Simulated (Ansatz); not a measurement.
A series of calculations on CH4SSi

**1. Relaxation**

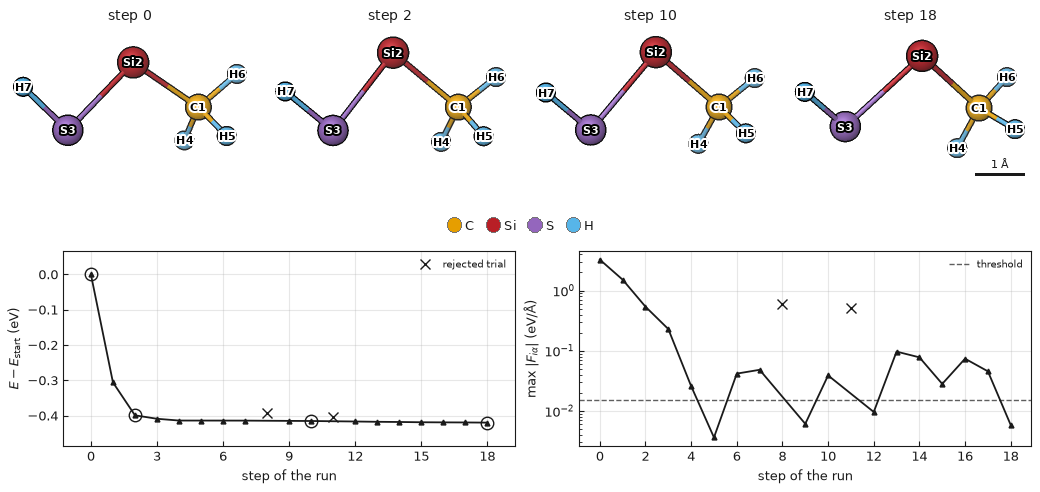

Frames of a relaxation of CH$_{4}$SSi, marked on the history of the run. The picture is a ball-and-stick view, seen at a tilt.

The run prepares an end point of a later path (torsion) calculation, from a guessed geometry.

Level of theory: RKS PBE-D4/def2-SVPD in Ansatz. Settings: no spin polarisation; force threshold 0.015 eV/Å; at most 40 steps.

What happens along the run?

Si2 moves most after the best rigid fit: 0.45 Å. By element the largest moves are Si 0.45 Å, S 0.37 Å, H 0.29 Å, C 0.04 Å. Near-neighbour distances that change, for instance: C1–Si2 1.785 → 1.924 Å, C1–H4 1.049 → 1.108 Å, C1–H6 1.158 → 1.109 Å, Si2–S3 2.133 → 2.171 Å. Among the angles between lasting bonds that change: C1–Si2–S3 107.2° → 95.5°, Si2–C1–H5 115.0° → 106.8°, Si2–C1–H4 114.0° → 117.1°. Groups turn about C1–Si2 by about 35°. After 16 accepted moves (18 points after the start) the energy has fallen by 0.420 eV. Largest force component: 3.3 eV/Å at the start, 0.0059 eV/Å at the end. The line search rejected the trial steps at points 8, 11 of the run. The forces were under the threshold at step 5, but the run went on from there. From step 0 to 2: Si2 moves most (0.20 Å), energy −0.399 eV. From step 2 to 10: Si and S atoms move most (0.13 Å), energy −0.016 eV. From step 10 to 18: Si2 moves most (0.27 Å), energy −0.005 eV.

| step | E − E(0), eV | largest force component, eV/Å | note |
| --- | --- | --- | --- |
| 0 | 0.0000 | 3.2602 |  |
| 1 | -0.3057 | 1.5146 |  |
| 2 | -0.3989 | 0.5394 |  |
| 3 | -0.4086 | 0.2294 |  |
| 4 | -0.4137 | 0.0259 |  |
| 5 | -0.4137 | 0.0036 |  |
| 6 | -0.4138 | 0.0418 |  |
| 7 | -0.4139 | 0.0483 |  |
| 8 | -0.3933 | 0.5920 | rejected |
| 9 | -0.4146 | 0.0061 |  |
| 10 | -0.4150 | 0.0389 |  |
| 11 | -0.4039 | 0.5167 | rejected |
| 12 | -0.4164 | 0.0096 |  |
| 13 | -0.4172 | 0.0968 |  |
| 14 | -0.4178 | 0.0778 |  |
| 15 | -0.4185 | 0.0282 |  |
| 16 | -0.4188 | 0.0739 |  |
| 17 | -0.4191 | 0.0456 |  |
| 18 | -0.4196 | 0.0059 |  |

**2. Relaxation**

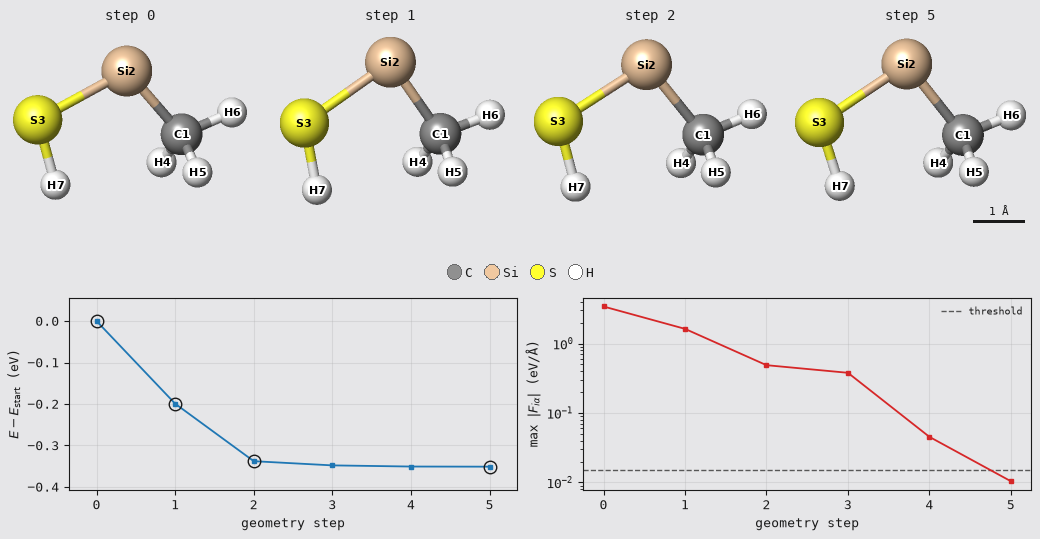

Frames of a relaxation of CH₄SSi, marked on the history of the run. A ball-and-stick model, seen at a tilt.

The run prepares an end point of a later path (torsion) calculation, from a guessed geometry.

All numbers below come from Ansatz, RKS PBE-D4/def2-SVPD.

The input:
```yaml
crystal:
  periodic: [false, false, false]
  atoms:
    - { symbol: C, position_ang: [-0.8601, 0.607, -0.2413] }
    - { symbol: Si, position_ang: [0.302, -0.0554, 0.9407] }
    - { symbol: S, position_ang: [1.6235, -1.3422, -0.1299] }
    - { symbol: H, position_ang: [-1.4161, -0.1241, -0.7473] }
    - { symbol: H, position_ang: [-0.4079, 1.2264, -1.0524] }
    - { symbol: H, position_ang: [-1.6156, 1.3333, 0.2508] }
    - { symbol: H, position_ang: [1.05071, -1.20423, -1.38711] }
basis:
  gaussian: { orbitals: def2-SVPD }
hamiltonian:
  xc: pbe
  dispersion: d4
relax:
  f_tol: 0.015
  max_steps: 40
```

Launched with:
```bash
ansatz run input.yaml --threads 2 --pin off --max-ram 3072MiB --backend cpu --events-out ev --progress --plain --runs-dir out
```

Q: What happens along the run?

A: The largest move after the best rigid fit is that of Si2, 0.15 Å. Largest moves by element: Si 0.15 Å, H 0.09 Å, S 0.07 Å, C 0.03 Å. Some distances before and after: C1–Si2 1.785 → 1.926 Å, C1–H4 1.049 → 1.111 Å, C1–H6 1.158 → 1.108 Å, Si2–S3 2.133 → 2.177 Å. Among the angles between lasting bonds that change: C1–Si2–S3 107.2° → 99.3°, H5–C1–H6 103.0° → 108.1°, Si2–C1–H5 115.0° → 110.7°. The energy falls by 0.351 eV in 5 geometry steps. The largest force component goes from 3.4 to 0.01 eV/Å. The run took 9.6 s on 2 threads of AMD EPYC 7R43 64-Core Processor (Zen 3), on a shared host, peak memory 0.14 GiB. From step 0 to 1: Si2 moves most (0.19 Å), energy −0.199 eV. From step 1 to 2: S3 moves most (0.14 Å), energy −0.139 eV. From step 2 to 5: H7 moves most (0.09 Å), energy −0.013 eV.

**3. Path**

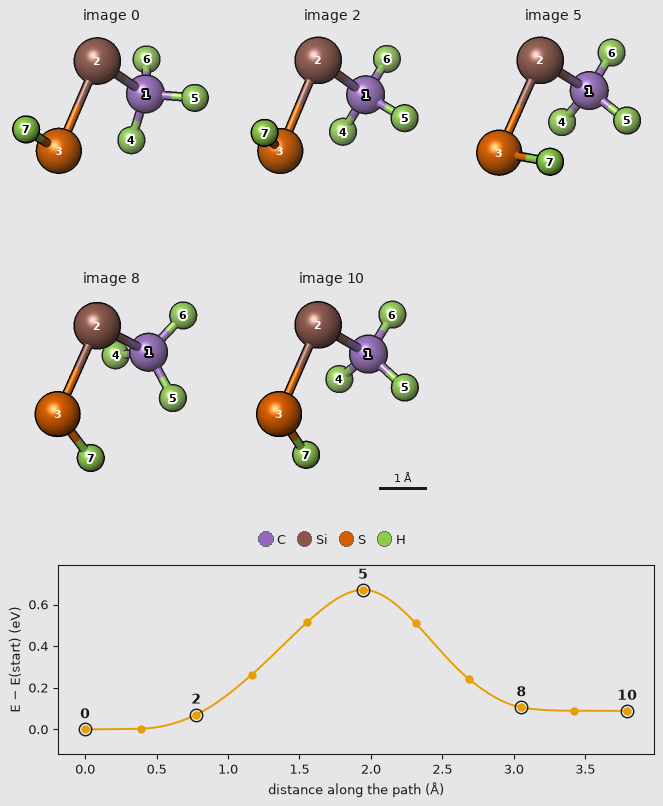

A search for the minimum-energy path of CH$_{4}$SSi by the nudged elastic band. Images are numbered from 0 (start) to 10 (end). A ball-and-stick model, seen from a free direction.

Computed with RKS PBE-D4/def2-SVPD in Ansatz.

Input file:
```yaml
crystal:
  periodic: [false, false, false]
  atoms:
    - { symbol: C, position_ang: [-0.834036, 0.629356, -0.268623] }
    - { symbol: Si, position_ang: [0.57173, 0.273471, 0.995123] }
    - { symbol: S, position_ang: [1.31347, -1.499283, -0.014343] }
    - { symbol: H, position_ang: [-1.163624, -0.213423, -0.907848] }
    - { symbol: H, position_ang: [-0.465542, 1.438267, -0.939813] }
    - { symbol: H, position_ang: [-1.714965, 1.052684, 0.256445] }
    - { symbol: H, position_ang: [2.354166, -1.749072, 0.83326] }
basis:
  gaussian: { orbitals: def2-SVPD }
hamiltonian:
  xc: pbe
  dispersion: d4
neb:
  order_check: false
  images: 9
  f_tol: 0.05
  max_iterations: 60
  initial_path: idpp
  final_atoms:
    - { symbol: C, position_ang: [-0.69382233, 0.51030205, -0.18982905] }
    - { symbol: Si, position_ang: [0.18039979, 0.16538746, 1.49131323] }
    - { symbol: S, position_ang: [1.72315843, -1.21182457, 0.81026371] }
    - { symbol: H, position_ang: [-1.06330243, -0.4299354, -0.65149931] }
    - { symbol: H, position_ang: [0.01169148, 0.97474308, -0.91163669] }
    - { symbol: H, position_ang: [-1.55561808, 1.19417713, -0.06234168] }
    - { symbol: H, position_ang: [1.45869214, -1.27084975, -0.53206919] }
```

Launched with:
```bash
ansatz run input.yaml --threads 2 --pin off --max-ram 3072MiB --backend cpu --events-out ev --progress --plain --runs-dir out
```

**Read off the barrier and say what moves.**

The energy climbs by 0.67 eV to image 5 and then falls by 0.58 eV, so the end point sits at +0.09 eV. The motion is a rotation about the Si2–S3 bond by about 175°, with a turn of about 35° about C1–Si2. No bond forms or breaks between the ends. Among the angles between lasting bonds that change up to the highest image: Si2–S3–H7 97.0° → 89.8°, Si2–C1–H4 117.1° → 112.4°. The band converged in 12 iterations, with a climbing image at the top. At the top, the vibrational analysis gives one imaginary mode (521i cm⁻¹), as a transition state must have.

Cost: 2.2 min on 2 threads of AMD EPYC 7R43 64-Core Processor (Zen 3) (shared host), peak memory 0.15 GiB.
